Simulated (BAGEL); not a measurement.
# C2H3Cl3 (1,1,1-trichloroethane) at HF/STO-3G (density fitting with cc-pvqz-jkfit)

Aim: the energy change on altering one bond length of C2H3Cl3 (1,1,1-trichloroethane) at HF/STO-3G (density fitting with cc-pvqz-jkfit), from 2 runs. 

Program for the calculation: BAGEL 1.2.2.

**1. The structure to begin with**

C2H3Cl3: 8 atoms, total charge 0, spin state singlet. As SMILES, `CC(Cl)(Cl)Cl`. The coordinates come from a PBE0-D4/def2-TZVP relaxation.

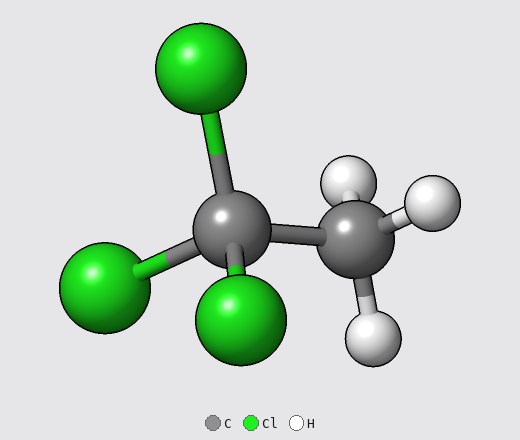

Viewed from a chosen angle; carbon grey, chlorine green, hydrogen white.

**2. The energy at HF/STO-3G (density fitting with cc-pvqz-jkfit)**

Contents of calc.json:

```json
{ "bagel": [

{
  "title": "molecule",
  "basis": "sto-3g",
  "df_basis": "cc-pvqz-jkfit",
  "angstrom": true,
  "geometry": [
    { "atom": "C", "xyz": [   -0.203470,   -0.405280,    0.714870 ] },
    { "atom": "C", "xyz": [    0.158810,    0.316350,   -0.557950 ] },
    { "atom": "Cl", "xyz": [   -0.233190,    2.041620,   -0.412700 ] },
    { "atom": "Cl", "xyz": [   -0.747530,   -0.365410,   -1.923650 ] },
    { "atom": "Cl", "xyz": [    1.896280,    0.147470,   -0.880430 ] },
    { "atom": "H", "xyz": [   -1.271490,   -0.294370,    0.901640 ] },
    { "atom": "H", "xyz": [    0.041740,   -1.462340,    0.613230 ] },
    { "atom": "H", "xyz": [    0.358840,    0.021950,    1.545010 ] }
  ]
},
{
  "title": "hf"
},
{
  "title": "print",
  "file": "orbitals.molden",
  "orbitals": true
}

]}
```

Started as:

```bash
$ BAGEL_NUM_THREADS=1 BAGEL calc.json > calc.out
```

Standard output:

```text
* using 1 threads per process

  ===============================================================
  ===============================================================

  *** Geometry ***

  { "atom" : "C", "xyz" : [     -0.384503,     -0.765868,      1.350909 ] },
  { "atom" : "C", "xyz" : [      0.300107,      0.597815,     -1.054373 ] },
  { "atom" : "Cl", "xyz" : [     -0.440665,      3.858103,     -0.779890 ] },
  { "atom" : "Cl", "xyz" : [     -1.412627,     -0.690525,     -3.635172 ] },
  { "atom" : "Cl", "xyz" : [      3.583450,      0.278678,     -1.663772 ] },
  { "atom" : "H", "xyz" : [     -2.402768,     -0.556279,      1.703853 ] },
  { "atom" : "H", "xyz" : [      0.078877,     -2.763422,      1.158837 ] },
  { "atom" : "H", "xyz" : [      0.678109,      0.041479,      2.919646 ] },

  Number of auxiliary basis functions:      809

  Since a DF basis is specified, we compute 2- and 3-index integrals:
    o Being stored without compression. Storage requirement is 0.010 GB

  Number of basis functions:       40
  Number of electrons      :       66

    * METHOD: MOLECULE                             0.67

  *** RHF ***

  === Nuclear Repulsion ===
   363.0576203550

      * DIIS with orbital gradients will be used.

  === RHF iteration (sto-3g) ===
      0      -1440.05033077          0.02015307           0.11
      1      -1440.22361394          0.01122276           0.11
      2      -1440.27926632          0.00083248           0.11
      3      -1440.28013076          0.00012411           0.11
      4      -1440.28015082          0.00002859           0.10
      5      -1440.28015198          0.00000683           0.10
      6      -1440.28015207          0.00000160           0.11
      7      -1440.28015208          0.00000027           0.11
      8      -1440.28015208          0.00000010           0.11
      9      -1440.28015208          0.00000002           0.11
     10      -1440.28015208          0.00000000           0.10
    * SCF iteration converged.

    * Permanent dipole moment:
           (    0.226491,     0.451124,    -0.795834) a.u.

    * METHOD: HF                                   1.32

    * METHOD: PRINT                                0.00

  ===============================================================
```

Run time: 2.2 s. Hardware: 1 thread of Arm Neoverse V1, shared host; peak memory 0.1 GiB.

**3. The distorted shape at the same level**

Contents of hf.json:

```json
{ "bagel": [

{
  "title": "molecule",
  "basis": "sto-3g",
  "df_basis": "cc-pvqz-jkfit",
  "angstrom": "true",
  "geometry": [
    { "atom": "C", "xyz": [   -0.464116,   -0.379946,    0.763247 ] },
    { "atom": "C", "xyz": [   -0.101836,    0.341684,   -0.509573 ] },
    { "atom": "Cl", "xyz": [   -0.493836,    2.066954,   -0.364323 ] },
    { "atom": "Cl", "xyz": [   -1.008176,   -0.340076,   -1.875273 ] },
    { "atom": "Cl", "xyz": [    1.896280,    0.147470,   -0.880430 ] },
    { "atom": "H", "xyz": [   -1.532136,   -0.269036,    0.950017 ] },
    { "atom": "H", "xyz": [   -0.218906,   -1.437006,    0.661607 ] },
    { "atom": "H", "xyz": [    0.098194,    0.047284,    1.593387 ] }
  ]
},
{ "title": "hf" },
{ "title": "print", "file": "orbitals.molden", "orbitals": "true" }

]}
```

Started as:

```bash
$ BAGEL_NUM_THREADS=1 BAGEL hf.json > hf.out
```

Standard output:

```text
* using 1 threads per process

  ===============================================================
  ===============================================================

  *** Geometry ***

  { "atom" : "C", "xyz" : [     -0.877052,     -0.717994,      1.442328 ] },
  { "atom" : "C", "xyz" : [     -0.192442,      0.645689,     -0.962953 ] },
  { "atom" : "Cl", "xyz" : [     -0.933215,      3.905977,     -0.688471 ] },
  { "atom" : "Cl", "xyz" : [     -1.905177,     -0.642651,     -3.543752 ] },
  { "atom" : "Cl", "xyz" : [      3.583450,      0.278678,     -1.663772 ] },
  { "atom" : "H", "xyz" : [     -2.895317,     -0.508404,      1.795272 ] },
  { "atom" : "H", "xyz" : [     -0.413672,     -2.715548,      1.250256 ] },
  { "atom" : "H", "xyz" : [      0.185560,      0.089354,      3.011065 ] },

  Number of auxiliary basis functions:      809

  Since a DF basis is specified, we compute 2- and 3-index integrals:
    o Being stored without compression. Storage requirement is 0.010 GB

  Number of basis functions:       40
  Number of electrons      :       66

    * METHOD: MOLECULE                             0.69

  *** RHF ***

  === Nuclear Repulsion ===
   349.4695852010

      * DIIS with orbital gradients will be used.

  === RHF iteration (sto-3g) ===
      0      -1439.99304036          0.02153934           0.10
      1      -1440.17270936          0.01439433           0.11
      2      -1440.26181904          0.00104984           0.11
      3      -1440.26309576          0.00020581           0.11
      4      -1440.26314853          0.00005137           0.11
      5      -1440.26315214          0.00001352           0.11
      6      -1440.26315245          0.00000294           0.09
      7      -1440.26315246          0.00000106           0.10
      8      -1440.26315246          0.00000037           0.10
      9      -1440.26315246          0.00000014           0.11
     10      -1440.26315246          0.00000003           0.11
     11      -1440.26315246          0.00000001           0.11
    * SCF iteration converged.

    * Permanent dipole moment:
           (    0.532911,     0.412391,    -0.838444) a.u.

    * METHOD: HF                                   1.42

    * METHOD: PRINT                                0.00

  ===============================================================
```

Run time: 2.3 s. Hardware: 1 thread of Arm Neoverse V1, shared host; peak memory 0.1 GiB.

**4. What came out**

Level: HF/STO-3G (density fitting with cc-pvqz-jkfit).

```
                                                          quantity           value
                                         first shape: total energy  -1440.28015 Eh
                                        first shape: dipole moment          2.40 D
                                          first shape: HOMO energy       -11.14 eV
                                          first shape: LUMO energy         7.28 eV
                                        first shape: HOMO–LUMO gap        18.42 eV
                                     distorted shape: total energy  -1440.26315 Eh
                                    distorted shape: dipole moment          2.73 D
                                      distorted shape: HOMO energy       -10.84 eV
                                      distorted shape: LUMO energy         4.53 eV
                                    distorted shape: HOMO–LUMO gap        15.37 eV
energy change with the C2–Cl5 bond stretched from 1.775 to 2.041 Å        0.463 eV
```

What this shows: With the C2–Cl5 bond stretched from 1.775 to 2.041 Å the energy rises by 0.46 eV (10.7 kcal/mol). The first shape isn't relaxed at this level, so the change isn't measured from a minimum. The minimal basis adds a large error of its own.
